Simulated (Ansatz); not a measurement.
## A computed series for GaN: pressure series

Start from GaN in the rock salt structure (space group Fm-3m, No. 225; a = 4.219 Å; a model cell).

Cell and atoms are relaxed at each pressure.

Method: Ansatz (a program for electronic structure), PBEsol, PAW, cutoff 420 eV, no spin-orbit coupling.

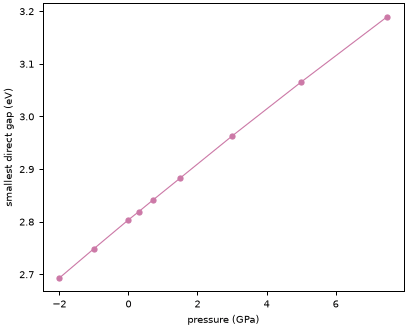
Smallest direct gap against pressure

| pressure (GPa) | smallest direct gap |
|---|---|
| -2 | 2.69 eV |
| -1 | 2.75 eV |
| 0.3 | 2.82 eV |
| 0.7 | 2.84 eV |
| 1.5 | 2.88 eV |
| 3 | 2.96 eV |
| 5 | 3.07 eV |
| 7.5 | 3.19 eV |

Load acts through the strain it causes; cell and atoms are relaxed under it. Whether these cells are dynamically stable was not tested. Competing high-pressure phases were not computed. The base started in Pnma and relaxed to Fm-3m at this level. This is not the structure that GaN has at room temperature and ambient pressure.
